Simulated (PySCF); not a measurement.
**C5H6F2: geometry, spin-spin couplings**

What spin-spin couplings should C5H6F2 (`FC[C@H](F)C1C=C1`) show?

The runs use PySCF 2.14.0, with density-fitted response routines of our own; the level of theory stands in each step. All values are computed, except where a source is named. Atoms count from 0, in the outputs and in this text.

## (1) The molecule as given

13 atoms, charge 0, multiplicity 1; geometry from: GFN2-xTB. The atoms were then displaced at random by about 0.01 Å, so the start is not that level's minimum.

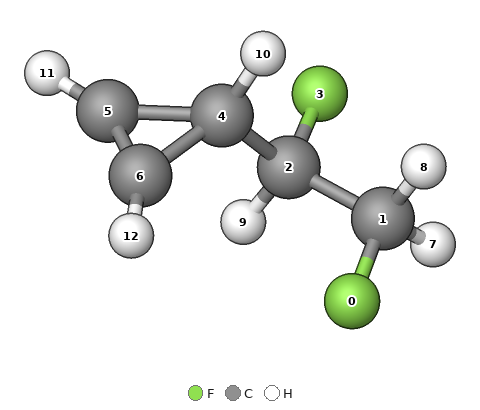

The starting geometry (fluorine green, carbon grey, hydrogen white), atoms numbered.

## (2) Relaxing the molecule at PBE0-D3(BJ)/def2-SVP

Job settings and geometry (Å):

```
{"job": {"xc": "PBE0", "basis": "def2-SVP", "d3": "d3bj", "grid": 1, "shake": 0.01, "kind": "geom"}, "charge": 0, "multiplicity": 1}
F     -1.486230     1.609560    -0.196590
C     -1.725490     0.330670     0.168980
C     -0.579540    -0.535590    -0.330550
F     -0.908630    -1.851770    -0.153560
C      0.723800    -0.272550     0.419500
C      2.049460    -0.380050    -0.265200
C      1.656490     0.823340    -0.030470
H     -2.647800     0.017860    -0.285440
H     -1.795020     0.317230     1.282130
H     -0.421800    -0.389810    -1.391240
H      0.637670    -0.501330     1.498020
H      2.770110    -1.073490    -0.636400
H      1.732810     1.889060    -0.089500
```

Started as:

```
$ OMP_NUM_THREADS=1 python probes_run.py task.json out
```

This one command runs all jobs of the session in turn.

Standard output:

```text
step   0  E = -393.00927189  max force = 0.023279
step   1  E = -393.01185377  max force = 0.008992
step   2  E = -393.01263236  max force = 0.006491
step   3  E = -393.01283017  max force = 0.003547
step   4  E = -393.01290562  max force = 0.002379
step   5  E = -393.01297546  max force = 0.001054
step   6  E = -393.01299345  max force = 0.000708
step   7  E = -393.01300170  max force = 0.000408
optimisation converged
```

Run time: 51 s. Hardware: 1 thread of Arm Neoverse V2, shared host; peak memory 0.54 GiB.

Step by step:

```csv
step,energy from step 0 (eV),largest force component (eV/Å)
0,0.0000,1.1971
1,-0.0703,0.4624
2,-0.0914,0.3338
3,-0.0968,0.1824
4,-0.0989,0.1223
5,-0.1008,0.0542
6,-0.1013,0.0364
7,-0.1015,0.0210
```

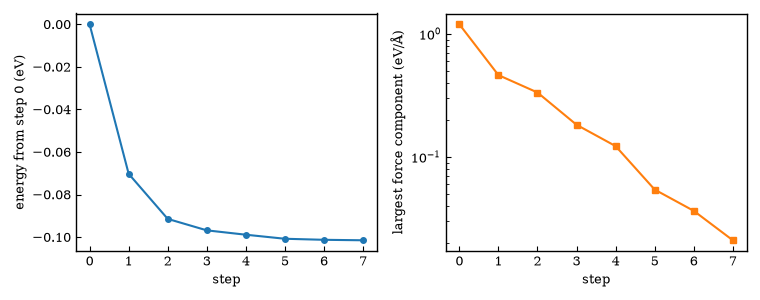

Energy and largest force along the relaxation.

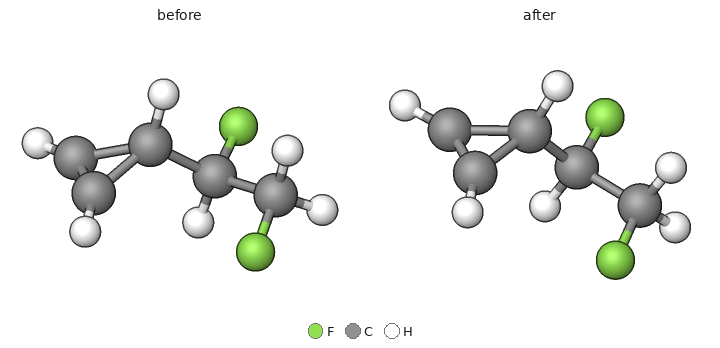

Before and after, at one scale.

Distances of close pairs at the start and the end, largest changes first:

```csv
bond,before (Å),after (Å),change (Å)
C1–H7,1.075,1.103,+0.028
C2–H9,1.082,1.105,+0.023
C2–C4,1.527,1.506,-0.021
C5–H11,1.067,1.087,+0.020
F0–C1,1.351,1.371,+0.019
C6–H12,1.070,1.086,+0.016
C2–F3,1.368,1.381,+0.013
C1–H8,1.115,1.104,-0.011
```

The final coordinates are the input of the step that follows.

| at the end point | value |
| --- | --- |
| point group (found at 0.08 Å tolerance) | C1 |
| rotational constants (GHz, main isotopes) | 3.406, 2.384, 1.495 |
| dipole moment (D) | 0.97 |

## (3) J couplings: B3LYP/6-31G*

Job settings and geometry (Å):

```
{"job": {"kind": "j", "xc": "B3LYP", "basis": "6-31G*"}, "charge": 0, "multiplicity": 1}
F     -1.395706     1.351620    -0.716306
C     -1.722285     0.058478    -0.399788
C     -0.471347    -0.799059    -0.433529
F     -0.881946    -2.101558    -0.226868
C      0.534416    -0.399806     0.613452
C      2.009320    -0.408858     0.346615
C      1.452845     0.761556     0.385081
H     -2.461781    -0.321612    -1.124248
H     -2.170761     0.032547     0.608580
H     -0.013298    -0.728086    -1.436894
H      0.162628    -0.602161     1.633864
H      2.892629    -1.032699     0.239915
H      1.509159     1.844503     0.322806
```

With the program's defaults for keys left out, this is: B3LYP/6-31G* indirect spin-spin coupling, non-relativistic, gas phase.

Standard output:

```text
coarse grid: 11328 points
cycle   1  E = -393.6440103994  dE =  9.669e-01  |g| = 7.003e-01  |ddm| = 3.376e+00
cycle   2  E = -393.5739020655  dE =  7.011e-02  |g| = 9.851e-01  |ddm| = 1.331e+00
cycle   3  E = -393.7291644434  dE = -1.553e-01  |g| = 8.330e-02  |ddm| = 7.924e-01
cycle   4  E = -393.7306165764  dE = -1.452e-03  |g| = 2.902e-02  |ddm| = 1.123e-01
cycle   5  E = -393.7308087056  dE = -1.921e-04  |g| = 8.772e-03  |ddm| = 3.637e-02
cycle   6  E = -393.7308231761  dE = -1.447e-05  |g| = 4.125e-03  |ddm| = 1.025e-02
cycle   7  E = -393.7308270619  dE = -3.886e-06  |g| = 1.180e-03  |ddm| = 3.945e-03
final grid: 111480 points
cycle   8  E = -393.7010423235  dE = -1.688e-05  |g| = 8.309e-03  |ddm| = 1.777e-02
cycle   9  E = -393.7010258098  dE =  1.651e-05  |g| = 1.269e-02  |ddm| = 1.741e-02
cycle  10  E = -393.7010560857  dE = -3.028e-05  |g| = 9.294e-04  |ddm| = 1.019e-02
cycle  11  E = -393.7010562840  dE = -1.983e-07  |g| = 3.293e-04  |ddm| = 1.123e-03
cycle  12  E = -393.7010563077  dE = -2.366e-08  |g| = 1.243e-04  |ddm| = 3.533e-04
cycle  13  E = -393.7010563113  dE = -3.589e-09  |g| = 1.617e-05  |ddm| = 1.161e-04
cycle  14  E = -393.7010563113  dE = -5.298e-11  |g| = 6.809e-06  |ddm| = 2.065e-05
converged SCF energy = -393.7010563113

Indirect spin-spin couplings (Hz)
  i      j    bonds     total        FC       PSO       DSO        SD
  0 F    1 C    1   -191.185  -233.672    25.348     0.891    16.248
  0 F    2 C    2     21.918    26.343    -4.305     0.157    -0.277
  0 F    3 F    3    -22.475    -7.960   -29.544    -1.335    16.364
  0 F    4 C    3     -0.741    -0.536    -0.296     0.108    -0.016
  0 F    5 C    4      2.020     2.231     0.130    -0.193    -0.148
  0 F    6 C    4      3.086     3.453    -0.578     0.189     0.022
  0 F    7 H    2     48.723    44.040     8.568    -1.017    -2.867
  0 F    8 H    2     48.944    44.343     8.373    -0.938    -2.834
  0 F    9 H    3      1.538     1.646     0.117     0.260    -0.485
  0 F   10 H    4     -0.245    -0.080     0.607    -0.523    -0.249
  0 F   11 H    5      0.981     1.387     0.543    -0.979     0.030
  0 F   12 H    5      1.270     1.348    -0.875     0.649     0.149
  1 C    2 C    1     59.200    59.508    -0.627     0.319         -
  1 C    3 F    2     36.868    41.715    -4.170     0.129    -0.806
  1 C    4 C    2     -0.359    -0.306    -0.113     0.060         -
  1 C    5 C    3      3.727     3.767     0.026    -0.065         -
  1 C    6 C    3      0.399     0.382     0.020    -0.003         -
  1 C    7 H    1    161.883   161.116    -0.387     1.154         -
  1 C    8 H    1    160.217   159.459    -0.421     1.179         -
  1 C    9 H    2     -1.699    -1.668    -0.105     0.074         -
  1 C   10 H    3      1.223     1.202    -0.073     0.095         -
  1 C   12 H    4      0.721     0.775     0.073    -0.127         -
  2 C    3 F    1   -198.505  -243.092    26.074     1.034    17.480
  2 C    4 C    1     67.505    68.332    -1.152     0.325         -
  2 C    5 C    2     -0.504    -0.406    -0.115     0.017         -
  2 C    6 C    2      0.906     1.201    -0.322     0.027         -
  2 C    7 H    2     -1.847    -1.790    -0.126     0.069         -
  2 C    8 H    2     -1.891    -1.903    -0.080     0.093         -
  2 C    9 H    1    165.212   164.464    -0.687     1.435         -
  2 C   10 H    2      6.641     6.697    -0.135     0.079         -
  2 C   11 H    3     -0.920    -0.810     0.063    -0.173         -
  2 C   12 H    3     -1.770    -1.683     0.060    -0.147         -
  3 F    4 C    2     27.458    27.701    -0.787     0.100     0.444
  3 F    5 C    3      0.959     1.771    -0.508    -0.111    -0.194
  3 F    6 C    3     14.993    15.526    -0.864    -0.321     0.652
  3 F    7 H    3      1.362     1.438     0.288     0.234    -0.598
  3 F    8 H    3     -0.610    -0.455     0.323     0.027    -0.505
  3 F    9 H    2     45.335    41.239     7.661    -0.653    -2.911
  3 F   10 H    3      3.914     3.253     0.782     0.193    -0.313
  3 F   11 H    4      4.423     4.726     0.409    -0.512    -0.200
  3 F   12 H    4      1.057     1.725     0.436    -1.333     0.229
  4 C    5 C    1     23.158    23.617    -0.659     0.201         -
  4 C    6 C    1     19.467    19.946    -0.685     0.206         -
  4 C    7 H    3      7.290     7.449     0.224    -0.384         -
  4 C    8 H    3      4.682     4.595    -0.115     0.202         -
  4 C    9 H    2     -0.257    -0.242    -0.093     0.078         -
  4 C   10 H    1    170.900   169.420     0.285     1.195         -
  4 C   11 H    2      2.781     2.964     0.330    -0.513         -
  4 C   12 H    2      2.170     2.353     0.309    -0.492         -
  5 C    6 C    1     67.748    72.957    -5.359     0.149         -
  5 C    7 H    4      1.065     1.212     0.201    -0.348         -
  5 C    8 H    4     -0.414    -0.235     0.114    -0.293         -
  5 C    9 H    3      2.131     2.031    -0.068     0.168         -
  5 C   10 H    2     -0.484    -0.322     0.133    -0.296         -
  5 C   11 H    1    220.547   220.698    -0.976     0.824         -
  5 C   12 H    2     -1.900    -1.142     0.106    -0.864         -
  6 C    7 H    4     -0.220    -0.105     0.201    -0.317         -
  6 C    8 H    4     -0.152    -0.100     0.050    -0.102         -
  6 C    9 H    3      0.131     0.053    -0.030     0.108         -
  6 C   10 H    2     -2.065    -1.921     0.134    -0.279         -
  6 C   11 H    2     -1.797    -1.014     0.083    -0.866         -
  6 C   12 H    1    223.323   223.490    -1.032     0.865         -
  7 H    8 H    2    -10.313    -9.445     0.787    -1.655         -
  7 H    9 H    3      4.154     4.304    -0.147    -0.004         -
  7 H   10 H    4     -0.809    -0.231     0.875    -1.452         -
  7 H   11 H    5     -0.362     0.099     0.730    -1.191         -
  7 H   12 H    5     -0.162     0.331     0.755    -1.247         -
  8 H    9 H    3      9.229    10.363     1.500    -2.634         -
  8 H   10 H    4      0.398    -0.119    -1.040     1.557         -
  8 H   11 H    5     -0.478    -0.006     0.720    -1.193         -
  8 H   12 H    5     -0.317    -0.043     0.310    -0.584         -
  9 H   10 H    3      6.310     7.358     1.508    -2.556         -
  9 H   11 H    4     -0.243    -0.050     0.077    -0.270         -
  9 H   12 H    4      0.163     0.437     0.237    -0.511         -
 10 H   11 H    3     -2.920    -2.120     0.923    -1.723         -
 10 H   12 H    3     -2.124    -1.341     0.887    -1.671         -
 11 H   12 H    3      0.604     1.719     1.325    -2.441         -
```

Run time: 15 s. Hardware: 1 thread of Arm Neoverse V2, shared host; peak memory 0.62 GiB.

The basis is not made for couplings: without tight functions at the nuclei these values are rough.

Beyond four bonds or across contacts, the largest of 1 Hz or more: F0–H12 1.3 Hz.

Couplings of 1 Hz or more over one to four bonds, nine at most for each number (isotopes 13C, 19F, 1H):

| pair | bonds | J (Hz) | Fermi contact (Hz) | dihedral (°) |
| --- | --- | --- | --- | --- |
| C6–H12 | 1 | 223.3 | 223.5 | – |
| C5–H11 | 1 | 220.5 | 220.7 | – |
| C2–F3 | 1 | -198.5 | -243.1 | – |
| F0–C1 | 1 | -191.2 | -233.7 | – |
| C4–H10 | 1 | 170.9 | 169.4 | – |
| C2–H9 | 1 | 165.2 | 164.5 | – |
| C1–H7 | 1 | 161.9 | 161.1 | – |
| C1–H8 | 1 | 160.2 | 159.5 | – |
| C5–C6 | 1 | 67.7 | 73.0 | – |
| F0–H8 | 2 | 48.9 | 44.3 | – |
| F0–H7 | 2 | 48.7 | 44.0 | – |
| F3–H9 | 2 | 45.3 | 41.2 | – |
| C1–F3 | 2 | 36.9 | 41.7 | – |
| F3–C4 | 2 | 27.5 | 27.7 | – |
| F0–C2 | 2 | 21.9 | 26.3 | – |
| H7–H8 | 2 | -10.3 | -9.4 | – |
| C2–H10 | 2 | 6.6 | 6.7 | – |
| C4–H11 | 2 | 2.8 | 3.0 | – |
| F0–F3 | 3 | -22.5 | -8.0 | -175 |
| F3–C6 | 3 | 15.0 | 15.5 | 160 |
| H8–H9 | 3 | 9.2 | 10.4 | -178 |
| C4–H7 | 3 | 7.3 | 7.4 | -175 |
| H9–H10 | 3 | 6.3 | 7.4 | -171 |
| C4–H8 | 3 | 4.7 | 4.6 | -56 |
| H7–H9 | 3 | 4.2 | 4.3 | 63 |
| F3–H10 | 3 | 3.9 | 3.3 | -52 |
| C1–C5 | 3 | 3.7 | 3.8 | -142 |
| F3–H11 | 4 | 4.4 | 4.7 | – |
| F0–C6 | 4 | 3.1 | 3.5 | – |
| F0–C5 | 4 | 2.0 | 2.2 | – |
| C5–H7 | 4 | 1.1 | 1.2 | – |
| F3–H12 | 4 | 1.1 | 1.7 | – |

The spin-dipole term was solved for some atoms only; pairs without it lack that part.

## (4) Summary of results

```
                                    quantity                     value
                                 point group                        C1
        rotational constants (main isotopes)      3.41, 2.38, 1.50 GHz
largest coupling of the table (B3LYP/6-31G*)  1J(C,H) C6–H12, 223.3 Hz
```

In words: The start of the PBE0/def2-SVP relaxation was shaken at random by about 0.01 Å, so part of the energy gained, and of the first lengths quoted, undoes that. Over 7 steps the energy fell by 0.101 eV; of the close pairs, C1–H7 changed most, 1.075 to 1.103 Å. Of the pairs tabulated at B3LYP/6-31G*, C6–H12 couples most strongly (223.3 Hz; Fermi contact 223.5 Hz). Couplings across rotatable bonds belong to this one conformer; where others are populated, the observed values are averages. Density functionals describe couplings to fluorine poorly, F–F couplings above all, so those rows are rough. Couplings from bases without tight functions are rough.
